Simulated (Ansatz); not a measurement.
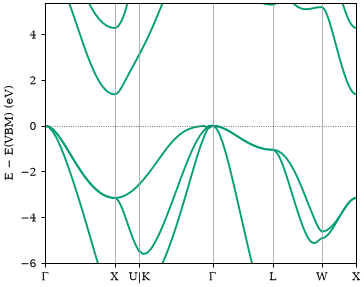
Fig. 1. Band structure from plane-wave PAW PBE (Ansatz code)

### Question
Read off the gap and where the band edges lie.

### Answer
About 1.4 eV (1.37 eV by a search for the band edges); maximum at Γ, minimum at X.

### Question
Pick the material that matches.
(A) K2S, anti-fluorite
(B) BaS, rock salt
(C) BeS, zinc blende
(D) SiC, zinc blende

### Answer
D, SiC, zinc blende

Space group F-43m (zinc blende). Symmetry was held in the PBE relaxation.

Potentials: the later of the program's two PAW sets.
